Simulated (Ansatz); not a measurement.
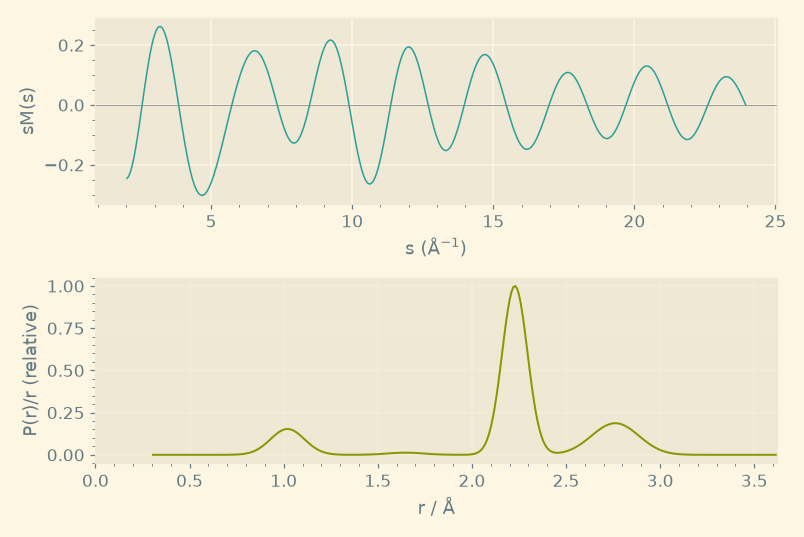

Simulated gas electron diffraction: reduced molecular intensity sM(s) from the Debye equation in the first Born approximation (top) and the radial distribution curve (bottom) of GeH3N. Each pair of atoms contributes with weight ZᵢZⱼ/r; damping constant 0.001 Å²; vibrational amplitudes assumed, not computed: 0.05 Å for bonds, 0.078 Å for bonds to H, 0.06 + 0.015 r up to 0.15 Å for other pairs. The geometry is the end point of an optimisation (RKS PBE0/def2-SVP (Ansatz 0.2.0)); it may be a saddle point or a higher isomer.

Read the positions of the first 3 clear peaks and name the main pairs (– for bonds).

Answer. Peak 1, 1.02 Å: N–H 1.02 Å (×3)
Peak 2, 2.23 Å: Ge–N 2.23 Å
Peak 3, 2.76 Å: Ge···H 2.69–2.82 Å (×3), not resolved
